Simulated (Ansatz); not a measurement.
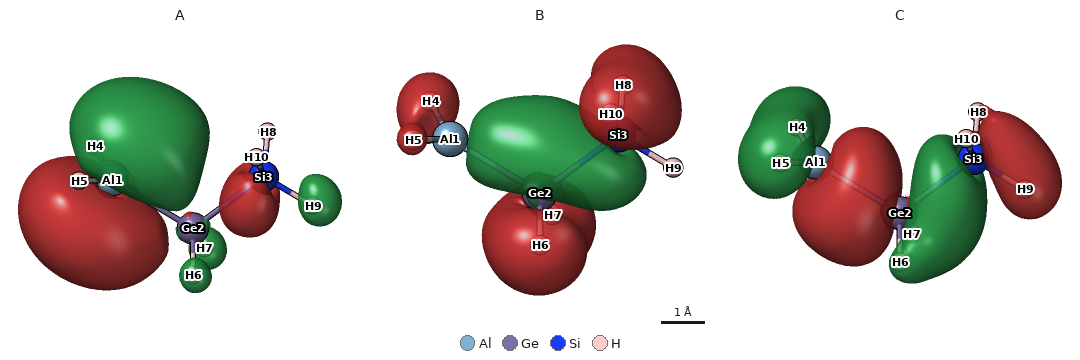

AlGeH7Si (SMILES [AlH2][GeH2][SiH3]). Three frontier orbitals at ±0.06 Å⁻³ᐟ² (green and red are the two phases), in no order.

Geometry: PBE0-D3(BJ)/def2-SVP.

These are results of Ansatz, isolated molecule in a Gaussian basis; Kohn-Sham density functional theory, functional PBE0, not measurements.

```xyz
10

Al   -1.3033    0.6703    1.1058
Ge   -0.3123    0.2498   -1.1170
Si    1.9136   -0.5975   -0.9193
H    -1.0393    2.0550    1.8446
H    -2.1605   -0.4583    1.8297
H    -1.1157   -0.7835   -1.9379
H    -0.2228    1.5356   -1.9696
H     2.7702    0.3901   -0.1917
H     2.5200   -0.8625   -2.2597
H     1.9063   -1.8726   -0.1363
```

### Which picture is the HOMO−1, the HOMO and the LUMO?

B is the HOMO−1 (−8.41 eV). Its weight (Hirshfeld) is mainly on Ge2 (about 40 %), Si3 (about 25 %), H7 (about 10 %), H6 (about 10 %) and Al1 (about 5 %). C is the HOMO (−7.42 eV). By Hirshfeld shares it lies mainly on Ge2 (about 40 %), Al1 (about 25 %) and Si3 (about 15 %). A is the LUMO (−2.15 eV). Its weight (Hirshfeld) is mainly on Al1 (about 70 %), Ge2 (about 10 %) and Si3 (about 5 %).

### What is the HOMO–LUMO gap?

5.27 eV between the orbital energies.
